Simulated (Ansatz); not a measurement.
We consider antifluorite Mg2Ge, described by PBE-D3(BJ) (plane waves, PAW; Ansatz, a program for electronic structure).

Numerical settings: plane-wave cutoff 520 eV, 10×10×10 k mesh, Fermi–Dirac smearing 0.01 eV, scalar-relativistic PAW data made under PBE.

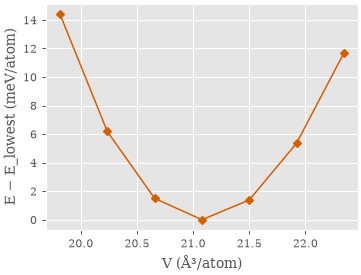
Figure: Total energy against volume

From the curve, estimate the equilibrium volume and the bulk modulus.

V0 ≈ 21.1 Å³/atom and B0 ≈ 55 GPa; the fit gives V0 = 21.080 Å³/atom, B0 = 54.6 GPa, B′ = 4.2.

Measured, for comparison: equilibrium volume per atom 21.69 Å³/atom (temperature not stated, not corrected to a static lattice; as tabulated in Grosch, Range, J. Alloys Compd. 235, 250 (1996)). Computed (rounded) less measured: equilibrium volume per atom -2.8 %.

Cost on a shared machine: very roughly 60 core-seconds.
